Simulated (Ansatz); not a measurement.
## SiH3Cl2O: geometry relaxation (part 1 of 2)

SiH3Cl2O, multiplicity 2, computed with UKS BHLYP-D4/def2-SVP (Ansatz 0.2.0).

It belongs to a series of runs on one base structure; here: end point A relaxed. Figures and captions count atoms from 1; the log counts them from 0 in places.

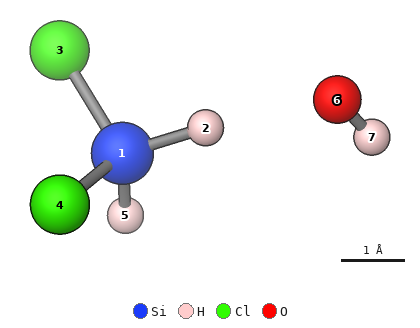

The input geometry (ball-and-stick view, seen at a tilt; atoms are numbered from 1 in the order of the input).

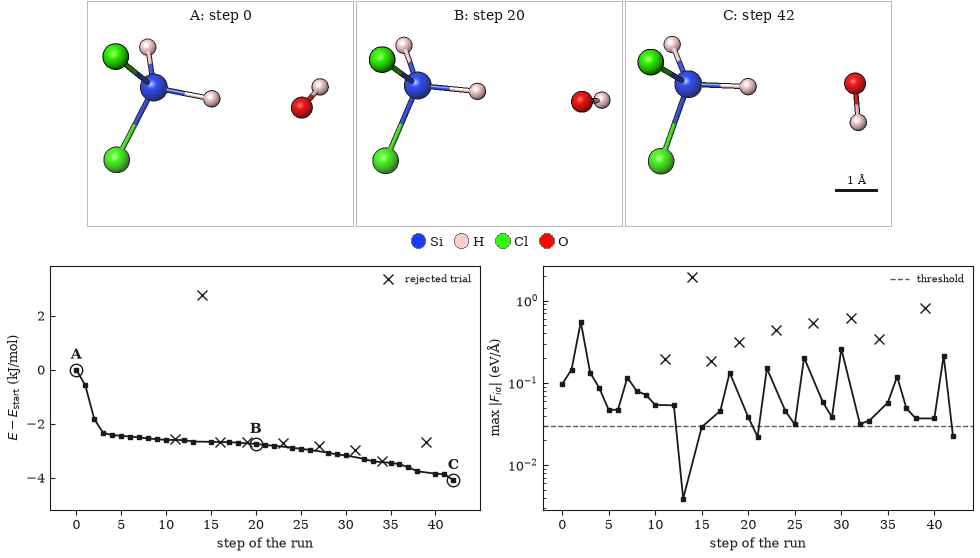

Frames of the relaxation (ball-and-stick view, seen at a tilt) above the curves, on which the letters mark them (the first geometry is step 0 here and step 1 in the log).

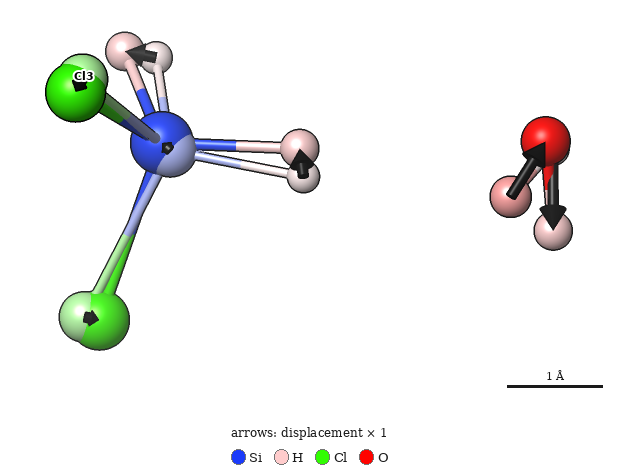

Start (faint) and end (solid) with the displacements as black arrows, at true length (ball-and-stick view, seen at a tilt). The two geometries are laid on each other by the best rigid fit. The largest move after the best rigid fit is that of H7, 0.92 Å. Largest moves by element: H 0.92 Å, O 0.71 Å, Cl 0.16 Å, Si 0.12 Å. Among the contacts that change: Si1–Cl4 2.052 → 2.057 Å. Over 42 geometry steps the energy falls by 4.08 kJ/mol. Largest force component: 0.097 eV/Å at the start, 0.023 eV/Å at the end. The line search rejected the trial steps at points 11, 14, 16, 19, 23, 27, 31, 34 and more (counted from 0) and went back. (Atoms are counted from 1 in the order of the input.)

These pictures come from the run below.

## Input file
```yaml
crystal:
  periodic: [false, false, false]
  atoms:
    - { symbol: Si, position_ang: [0.023781, 0.037034, -0.131461] }
    - { symbol: H, position_ang: [0.054457, 0.091278, 1.331155] }
    - { symbol: Cl, position_ang: [1.951926, 0.021486, -0.833758] }
    - { symbol: Cl, position_ang: [-0.962698, 1.694518, -0.833024] }
    - { symbol: H, position_ang: [-0.66417, -1.16052, -0.636513] }
    - { symbol: O, position_ang: [-0.024889, -0.086122, 3.533787] }
    - { symbol: H, position_ang: [-0.575107, -0.852074, 3.752113] }
magnetization:
  spin_polarized: true
  initial_magnetization: 1
basis:
  gaussian: { orbitals: def2-SVP }
hamiltonian:
  xc: { name: BHLYP }
  dispersion: d4
relax:
  f_tol: 0.03
  max_steps: 50
```

Launch command:
```bash
ansatz run input.yaml --threads 2 --pin off --max-ram 3072MiB --backend cpu --events-out ev --progress --plain --runs-dir out
```

## Output
```
The last accepted step is kept in [file] (removed where the run ends without a failure and the disk answers)
Engine: ansatz 0.2.0, aarch64-unknown-linux-gnu
Functional definition: BHLYP
  parameter a = 0.5
  exchange = (1 - a)*b88_x + a*exact_x
  correlation = lyp_c
821 factors; integrals over basis functions are off by at most 5.0e-4 eV
mean field evaluation 1: about -34993.2824 eV, gradient 4.1e1 eV
mean field evaluation 2: about -34847.3128 eV, gradient 1.2e2 eV
mean field evaluation 4: about -35005.1713 eV, gradient 1.0e1 eV
mean field evaluation 8: about -35005.8767 eV, gradient 4.5e-1 eV
mean field evaluation 16: about -35005.8916 eV, gradient 8.6e-4 eV
mean field evaluation 32: about -35005.8916 eV, gradient 1.5e-5 eV
mean field -35005.89164979 eV, -1286.4427902841 hartree, gradient 2.5e-8 eV, S^2 0.752663; 2 other end points of the search recorded, 0 dependent functions left out
the calculation of the forces begins
reference -35005.89181201 eV, -1286.4427962458 hartree; 30, 29 occupied and 53, 54 virtual orbitals, 821 factors
relax step   1: F+E_penalty+E_count = -35006.08569532 eV  Δ(F+E_penalty+E_count) = +0.000e0 eV  max|allowed force component| = 9.651e-2 eV/Å  Δτ_max = 0.0000 Å  (169 SCF iters, accepted)
these checks for a lower state are left out or cut short: starts, cluster_reference, orbital_swaps, neighbouring_geometries, increment
821 factors; integrals over basis functions are off by at most 5.0e-4 eV
mean field evaluation 64: about -35005.8996 eV, gradient 3.9e-3 eV
mean field -35005.90013014 eV, -1286.4431019315 hartree, gradient 3.9e-10 eV, S^2 0.752606; 0 other end points of the search recorded, 0 dependent functions left out
[... from here on the field's lines of each further geometry are left out, up to the last ...]
relax step   2: F+E_penalty+E_count = -35006.09166632 eV  Δ(F+E_penalty+E_count) = -5.971e-3 eV  max|allowed force component| = 1.447e-1 eV/Å  Δτ_max = 0.0948 Å  (173 SCF iters, accepted)
relax step   3: F+E_penalty+E_count = -35006.10462599 eV  Δ(F+E_penalty+E_count) = -1.296e-2 eV  max|allowed force component| = 5.512e-1 eV/Å  Δτ_max = 0.1950 Å  (119 SCF iters, accepted)
relax step   4: F+E_penalty+E_count = -35006.10995731 eV  Δ(F+E_penalty+E_count) = -5.331e-3 eV  max|allowed force component| = 1.334e-1 eV/Å  Δτ_max = 0.0765 Å  (114 SCF iters, accepted)
relax step   5: F+E_penalty+E_count = -35006.11069956 eV  Δ(F+E_penalty+E_count) = -7.422e-4 eV  max|allowed force component| = 8.578e-2 eV/Å  Δτ_max = 0.0458 Å  (104 SCF iters, accepted)
relax step   6: F+E_penalty+E_count = -35006.11103302 eV  Δ(F+E_penalty+E_count) = -3.335e-4 eV  max|allowed force component| = 4.677e-2 eV/Å  Δτ_max = 0.0354 Å  (105 SCF iters, accepted)
relax step   7: F+E_penalty+E_count = -35006.11132564 eV  Δ(F+E_penalty+E_count) = -2.926e-4 eV  max|allowed force component| = 4.718e-2 eV/Å  Δτ_max = 0.0406 Å  (103 SCF iters, accepted)
relax step   8: F+E_penalty+E_count = -35006.11165103 eV  Δ(F+E_penalty+E_count) = -3.254e-4 eV  max|allowed force component| = 1.159e-1 eV/Å  Δτ_max = 0.0618 Å  (103 SCF iters, accepted)
relax step   9: F+E_penalty+E_count = -35006.11201530 eV  Δ(F+E_penalty+E_count) = -3.643e-4 eV  max|allowed force component| = 7.985e-2 eV/Å  Δτ_max = 0.0323 Å  (97 SCF iters, accepted)
relax step  10: F+E_penalty+E_count = -35006.11236249 eV  Δ(F+E_penalty+E_count) = -3.472e-4 eV  max|allowed force component| = 7.130e-2 eV/Å  Δτ_max = 0.0423 Å  (60 SCF iters, accepted)
relax step  11: F+E_penalty+E_count = -35006.11259403 eV  Δ(F+E_penalty+E_count) = -2.315e-4 eV  max|allowed force component| = 5.394e-2 eV/Å  Δτ_max = 0.0276 Å  (62 SCF iters, accepted)
relax step  12: F+E_penalty+E_count = -35006.11240108 eV  Δ(F+E_penalty+E_count) = +1.930e-4 eV  max|allowed force component| = 1.944e-1 eV/Å  Δτ_max = 0.0511 Å  (101 SCF iters, rejected (line search))
relax step  13: F+E_penalty+E_count = -35006.11265292 eV  Δ(F+E_penalty+E_count) = -5.889e-5 eV  max|allowed force component| = 5.321e-2 eV/Å  Δτ_max = 0.0256 Å  (63 SCF iters, accepted)
relax step  14: F+E_penalty+E_count = -35006.11323918 eV  Δ(F+E_penalty+E_count) = -5.863e-4 eV  max|allowed force component| = 3.898e-3 eV/Å  Δτ_max = 0.0443 Å  (96 SCF iters, accepted)
relax step  15: F+E_penalty+E_count = -35006.05705312 eV  Δ(F+E_penalty+E_count) = +5.619e-2 eV  max|allowed force component| = 1.962e0 eV/Å  Δτ_max = 0.1471 Å  (113 SCF iters, rejected (line search))
relax step  16: F+E_penalty+E_count = -35006.11332976 eV  Δ(F+E_penalty+E_count) = -9.058e-5 eV  max|allowed force component| = 2.898e-2 eV/Å  Δτ_max = 0.0122 Å  (92 SCF iters, accepted)
relax step  17: F+E_penalty+E_count = -35006.11322772 eV  Δ(F+E_penalty+E_count) = +1.020e-4 eV  max|allowed force component| = 1.825e-1 eV/Å  Δτ_max = 0.0390 Å  (102 SCF iters, rejected (line search))
relax step  18: F+E_penalty+E_count = -35006.11348994 eV  Δ(F+E_penalty+E_count) = -1.602e-4 eV  max|allowed force component| = 4.563e-2 eV/Å  Δτ_max = 0.0190 Å  (98 SCF iters, accepted)
relax step  19: F+E_penalty+E_count = -35006.11364564 eV  Δ(F+E_penalty+E_count) = -1.557e-4 eV  max|allowed force component| = 1.332e-1 eV/Å  Δτ_max = 0.0366 Å  (104 SCF iters, accepted)
relax step  20: F+E_penalty+E_count = -35006.11330996 eV  Δ(F+E_penalty+E_count) = +3.357e-4 eV  max|allowed force component| = 3.109e-1 eV/Å  Δτ_max = 0.0548 Å  (115 SCF iters, rejected (line search))
relax step  21: F+E_penalty+E_count = -35006.11417048 eV  Δ(F+E_penalty+E_count) = -5.248e-4 eV  max|allowed force component| = 3.807e-2 eV/Å  Δτ_max = 0.0274 Å  (109 SCF iters, accepted)
relax step  22: F+E_penalty+E_count = -35006.11453485 eV  Δ(F+E_penalty+E_count) = -3.644e-4 eV  max|allowed force component| = 2.206e-2 eV/Å  Δτ_max = 0.0281 Å  (117 SCF iters, accepted)
relax step  23: F+E_penalty+E_count = -35006.11483836 eV  Δ(F+E_penalty+E_count) = -3.035e-4 eV  max|allowed force component| = 1.497e-1 eV/Å  Δτ_max = 0.0411 Å  (122 SCF iters, accepted)
relax step  24: F+E_penalty+E_count = -35006.11388805 eV  Δ(F+E_penalty+E_count) = +9.503e-4 eV  max|allowed force component| = 4.394e-1 eV/Å  Δτ_max = 0.0617 Å  (117 SCF iters, rejected (line search))
relax step  25: F+E_penalty+E_count = -35006.11553263 eV  Δ(F+E_penalty+E_count) = -6.943e-4 eV  max|allowed force component| = 4.510e-2 eV/Å  Δτ_max = 0.0308 Å  (113 SCF iters, accepted)
relax step  26: F+E_penalty+E_count = -35006.11604841 eV  Δ(F+E_penalty+E_count) = -5.158e-4 eV  max|allowed force component| = 3.118e-2 eV/Å  Δτ_max = 0.0316 Å  (106 SCF iters, accepted)
relax step  27: F+E_penalty+E_count = -35006.11642064 eV  Δ(F+E_penalty+E_count) = -3.722e-4 eV  max|allowed force component| = 2.030e-1 eV/Å  Δτ_max = 0.0464 Å  (102 SCF iters, accepted)
relax step  28: F+E_penalty+E_count = -35006.11506358 eV  Δ(F+E_penalty+E_count) = +1.357e-3 eV  max|allowed force component| = 5.323e-1 eV/Å  Δτ_max = 0.0694 Å  (104 SCF iters, rejected (line search))
relax step  29: F+E_penalty+E_count = -35006.11745678 eV  Δ(F+E_penalty+E_count) = -1.036e-3 eV  max|allowed force component| = 5.860e-2 eV/Å  Δτ_max = 0.0347 Å  (60 SCF iters, accepted)
relax step  30: F+E_penalty+E_count = -35006.11816556 eV  Δ(F+E_penalty+E_count) = -7.088e-4 eV  max|allowed force component| = 3.815e-2 eV/Å  Δτ_max = 0.0356 Å  (100 SCF iters, accepted)
relax step  31: F+E_penalty+E_count = -35006.11852952 eV  Δ(F+E_penalty+E_count) = -3.640e-4 eV  max|allowed force component| = 2.599e-1 eV/Å  Δτ_max = 0.0522 Å  (106 SCF iters, accepted)
relax step  32: F+E_penalty+E_count = -35006.11644246 eV  Δ(F+E_penalty+E_count) = +2.087e-3 eV  max|allowed force component| = 6.097e-1 eV/Å  Δτ_max = 0.0781 Å  (116 SCF iters, rejected (line search))
relax step  33: F+E_penalty+E_count = -35006.11983363 eV  Δ(F+E_penalty+E_count) = -1.304e-3 eV  max|allowed force component| = 3.158e-2 eV/Å  Δτ_max = 0.0370 Å  (104 SCF iters, accepted)
relax step  34: F+E_penalty+E_count = -35006.12080186 eV  Δ(F+E_penalty+E_count) = -9.682e-4 eV  max|allowed force component| = 3.456e-2 eV/Å  Δτ_max = 0.0400 Å  (102 SCF iters, accepted)
relax step  35: F+E_penalty+E_count = -35006.12066897 eV  Δ(F+E_penalty+E_count) = +1.329e-4 eV  max|allowed force component| = 3.454e-1 eV/Å  Δτ_max = 0.0592 Å  (109 SCF iters, rejected (line search))
relax step  36: F+E_penalty+E_count = -35006.12139686 eV  Δ(F+E_penalty+E_count) = -5.950e-4 eV  max|allowed force component| = 5.747e-2 eV/Å  Δτ_max = 0.0296 Å  (101 SCF iters, accepted)
relax step  37: F+E_penalty+E_count = -35006.12188668 eV  Δ(F+E_penalty+E_count) = -4.898e-4 eV  max|allowed force component| = 1.190e-1 eV/Å  Δτ_max = 0.0298 Å  (101 SCF iters, accepted)
relax step  38: F+E_penalty+E_count = -35006.12314225 eV  Δ(F+E_penalty+E_count) = -1.256e-3 eV  max|allowed force component| = 4.880e-2 eV/Å  Δτ_max = 0.0451 Å  (105 SCF iters, accepted)
relax step  39: F+E_penalty+E_count = -35006.12462928 eV  Δ(F+E_penalty+E_count) = -1.487e-3 eV  max|allowed force component| = 3.692e-2 eV/Å  Δτ_max = 0.0676 Å  (118 SCF iters, accepted)
relax step  40: F+E_penalty+E_count = -35006.11341387 eV  Δ(F+E_penalty+E_count) = +1.122e-2 eV  max|allowed force component| = 8.137e-1 eV/Å  Δτ_max = 0.0989 Å  (118 SCF iters, rejected (line search))
relax step  41: F+E_penalty+E_count = -35006.12554970 eV  Δ(F+E_penalty+E_count) = -9.204e-4 eV  max|allowed force component| = 3.683e-2 eV/Å  Δτ_max = 0.0494 Å  (123 SCF iters, accepted)
relax step  42: F+E_penalty+E_count = -35006.12578233 eV  Δ(F+E_penalty+E_count) = -2.326e-4 eV  max|allowed force component| = 2.143e-1 eV/Å  Δτ_max = 0.0495 Å  (118 SCF iters, accepted)
the calculation of the forces begins
reference -35005.94120609 eV, -1286.4446114445 hartree; 30, 29 occupied and 53, 54 virtual orbitals, 821 factors
relax step  43: F+E_penalty+E_count = -35006.12802363 eV  Δ(F+E_penalty+E_count) = -2.241e-3 eV  max|allowed force component| = 2.267e-2 eV/Å  Δτ_max = 0.0760 Å  (102 SCF iters, accepted)
821 factors; integrals over basis functions are off by at most 4.9e-4 eV
mean field evaluation 832: about -35005.7746 eV, gradient 5.7e0 eV
mean field -35005.94104302 eV, -1286.4446054520 hartree, gradient 2.2e-8 eV, S^2 0.752570; 3 other end points of the search recorded, 0 dependent functions left out
the calculation of the forces begins
reference -35005.94120609 eV, -1286.4446114445 hartree; 30, 29 occupied and 53, 54 virtual orbitals, 821 factors
Total energy: -35006.12818670 eV, -1286.4514828552 hartree
Atom 0 at     0.034205    -0.020781    -0.235702 Å, force     0.000220    -0.005080    -0.003698 eV/Å
Atom 1 at     0.024723    -0.218389     1.217943 Å, force     0.001764     0.005059     0.002283 eV/Å
Atom 2 at     1.969337     0.262941    -0.862494 Å, force    -0.002670     0.001597     0.002604 eV/Å
Atom 3 at    -1.081586     1.650306    -0.677562 Å, force    -0.000404    -0.002625     0.004090 eV/Å
Atom 4 at    -0.532714    -1.160892    -0.969349 Å, force     0.001333     0.000136    -0.004981 eV/Å
Atom 5 at    -0.037327    -0.775733     3.759380 Å, force    -0.022666     0.017011     0.006132 eV/Å
Atom 6 at    -0.573337     0.008149     3.950084 Å, force     0.022423    -0.016098    -0.006430 eV/Å
Dipole moment:    -0.296716     0.017941     0.283178 e Å
```

## Trajectory as extended XYZ (Å, eV, eV/Å), 43 frames, from step=1 to step=43
```
7
Properties=species:S:1:pos:R:3:forces:R:3 step=1 energy=-35006.08570
Si    0.0238    0.0370   -0.1315    0.0024   0.0007  -0.0965
H     0.0545    0.0913    1.3312    0.0024   0.0063   0.0620
Cl    1.9519    0.0215   -0.8338    0.0024  -0.0006  -0.0054
Cl   -0.9627    1.6945   -0.8330   -0.0030   0.0024  -0.0064
H    -0.6642   -1.1605   -0.6365   -0.0002  -0.0005   0.0027
O    -0.0249   -0.0861    3.5338   -0.0051  -0.0128   0.0356
H    -0.5751   -0.8521    3.7521    0.0011   0.0043   0.0081
7
Properties=species:S:1:pos:R:3:forces:R:3 step=2 energy=-35006.09167
Si    0.0279    0.0440   -0.1664   -0.0161  -0.0313   0.1320
H     0.0586    0.0996    1.2997   -0.0011  -0.0025  -0.1264
Cl    1.9559    0.0291   -0.8695    0.0555   0.0009  -0.0566
Cl   -0.9618    1.6989   -0.8701   -0.0293   0.0494  -0.0577
H    -0.6590   -1.1557   -0.6676   -0.0034  -0.0048  -0.0448
O    -0.0237   -0.1117    3.6114   -0.0112  -0.0213   0.1447
H    -0.5946   -0.8585    3.8447    0.0056   0.0097   0.0089
7
Properties=species:S:1:pos:R:3:forces:R:3 step=3 energy=-35006.10463
Si    0.0299    0.0478   -0.2073    0.0094   0.0129  -0.0742
H     0.0596    0.1009    1.2560   -0.0021  -0.0015   0.0388
Cl    1.9589    0.0332   -0.9172   -0.0274   0.0055   0.0063
Cl   -0.9611    1.7032   -0.9179    0.0179  -0.0212   0.0077
H    -0.6560   -1.1503   -0.7157    0.0026   0.0046  -0.0010
O    -0.0135   -0.1079    3.8061   -0.4268  -0.5512   0.0650
H    -0.6145   -0.8813    3.8783    0.4263   0.5509  -0.0425
7
Properties=species:S:1:pos:R:3:forces:R:3 step=4 energy=-35006.10996
Si    0.0317    0.0506   -0.2332    0.0026   0.0008  -0.0274
H     0.0604    0.1028    1.2317   -0.0029  -0.0055   0.0331
Cl    1.9599    0.0386   -0.9411   -0.0056   0.0024   0.0011
Cl   -0.9580    1.7058   -0.9416    0.0037  -0.0031   0.0013
H    -0.6535   -1.1477   -0.7411    0.0017   0.0032  -0.0008
O    -0.0173   -0.1221    3.8812   -0.1032  -0.1310  -0.0069
H    -0.6198   -0.8825    3.9263    0.1037   0.1334  -0.0004
7
Properties=species:S:1:pos:R:3:forces:R:3 step=5 energy=-35006.11070
Si    0.0330    0.0522   -0.2373   -0.0040  -0.0104   0.0071
H     0.0603    0.1020    1.2286   -0.0017  -0.0034   0.0077
Cl    1.9609    0.0423   -0.9447    0.0085   0.0017  -0.0037
Cl   -0.9564    1.7072   -0.9452   -0.0042   0.0086  -0.0037
H    -0.6514   -1.1459   -0.7468    0.0006   0.0012  -0.0048
O    -0.0195   -0.1310    3.8557   -0.0662  -0.0835   0.0054
H    -0.6236   -0.8812    3.9720    0.0669   0.0858  -0.0079
7
Properties=species:S:1:pos:R:3:forces:R:3 step=6 energy=-35006.11103
Si    0.0325    0.0491   -0.2413    0.0113   0.0352  -0.0468
H     0.0564    0.0922    1.2247   -0.0033  -0.0100   0.0079
Cl    1.9632    0.0482   -0.9472   -0.0237  -0.0050   0.0158
Cl   -0.9547    1.7102   -0.9451    0.0103  -0.0250   0.0169
H    -0.6497   -1.1445   -0.7645    0.0047   0.0024   0.0091
O    -0.0185   -0.1363    3.8491    0.0084   0.0087  -0.0090
H    -0.6259   -0.8732    4.0064   -0.0077  -0.0064   0.0061
7
Properties=species:S:1:pos:R:3:forces:R:3 step=7 energy=-35006.11133
Si    0.0296    0.0445   -0.2457   -0.0028   0.0070  -0.0472
H     0.0359    0.0575    1.2195    0.0091   0.0121   0.0424
Cl    1.9663    0.0538   -0.9322   -0.0115  -0.0020   0.0117
Cl   -0.9514    1.7157   -0.9311    0.0059  -0.0129   0.0124
H    -0.6477   -1.1417   -0.7897   -0.0013  -0.0060  -0.0168
O    -0.0117   -0.1243    3.8466    0.0082   0.0083  -0.0081
H    -0.6177   -0.8599    4.0149   -0.0077  -0.0065   0.0056
7
Properties=species:S:1:pos:R:3:forces:R:3 step=8 energy=-35006.11165
Si    0.0260    0.0372   -0.2576   -0.0021  -0.0004  -0.0245
H     0.0148    0.0164    1.2080    0.0052   0.0116   0.0295
Cl    1.9727    0.0632   -0.9160   -0.0223   0.0041   0.0051
Cl   -0.9508    1.7237   -0.9131    0.0165  -0.0242   0.0081
H    -0.6420   -1.1377   -0.8377    0.0021   0.0073  -0.0175
O    -0.0011   -0.1233    3.8275   -0.0970  -0.1143   0.0367
H    -0.6163   -0.8340    4.0710    0.0976   0.1159  -0.0376
7
Properties=species:S:1:pos:R:3:forces:R:3 step=9 energy=-35006.11201
Si    0.0228    0.0307   -0.2576   -0.0097  -0.0196   0.0027
H    -0.0012   -0.0117    1.2085    0.0064   0.0101   0.0002
Cl    1.9732    0.0717   -0.9007    0.0057  -0.0044   0.0019
Cl   -0.9466    1.7257   -0.8974   -0.0083   0.0035   0.0013
H    -0.6393   -1.1354   -0.8624    0.0053   0.0092  -0.0119
O     0.0074   -0.1230    3.8036   -0.0683  -0.0787   0.0372
H    -0.6130   -0.8125    4.0883    0.0689   0.0799  -0.0314
7
Properties=species:S:1:pos:R:3:forces:R:3 step=10 energy=-35006.11236
Si    0.0195    0.0245   -0.2669   -0.0178  -0.0485   0.0326
H    -0.0181   -0.0429    1.1996    0.0014   0.0014  -0.0277
Cl    1.9768    0.0777   -0.8861    0.0118   0.0064  -0.0052
Cl   -0.9507    1.7271   -0.8821   -0.0064   0.0216  -0.0079
H    -0.6333   -1.1306   -0.9040    0.0106   0.0180   0.0081
O     0.0297   -0.1266    3.8140   -0.0665  -0.0702   0.0309
H    -0.6206   -0.7835    4.1079    0.0669   0.0713  -0.0308
7
Properties=species:S:1:pos:R:3:forces:R:3 step=11 energy=-35006.11259
Si    0.0159    0.0179   -0.2699   -0.0011  -0.0252   0.0237
H    -0.0307   -0.0671    1.1955   -0.0009   0.0006  -0.0283
Cl    1.9772    0.0876   -0.8761    0.0057  -0.0054  -0.0001
Cl   -0.9494    1.7289   -0.8712   -0.0139   0.0085  -0.0016
H    -0.6299   -1.1305   -0.9258    0.0100   0.0205   0.0085
O     0.0493   -0.1320    3.8178   -0.0537  -0.0531   0.0216
H    -0.6290   -0.7592    4.1119    0.0538   0.0539  -0.0238
```
